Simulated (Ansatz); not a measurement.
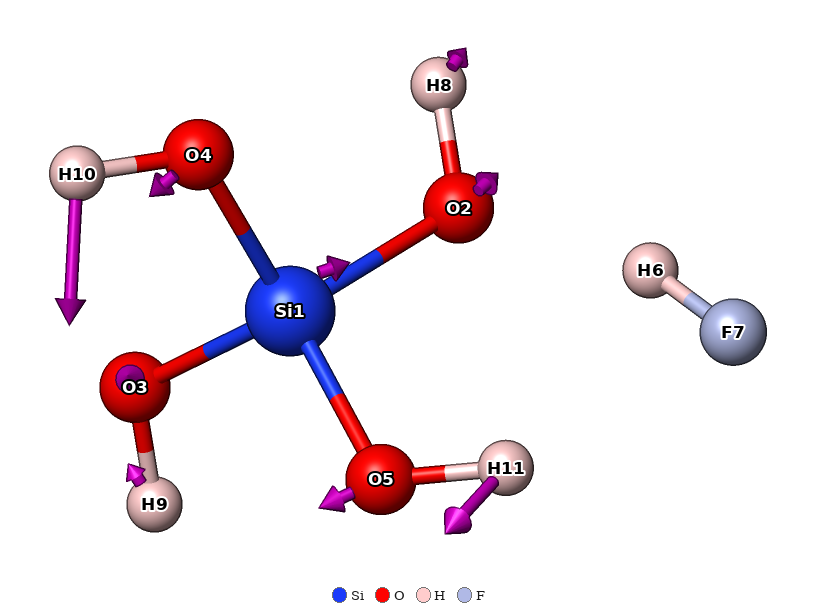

The arrows show one normal mode. Harmonic vibrations computed with RKS PBE0-D4/def2-TZVP (Ansatz 0.2.0) at a stationary point of the same level.

What kind of motion is it?

Mostly O–Si–O bending.

Estimate its harmonic wavenumber.

374 cm⁻¹; it is mode 9 of 27 counted from the lowest.
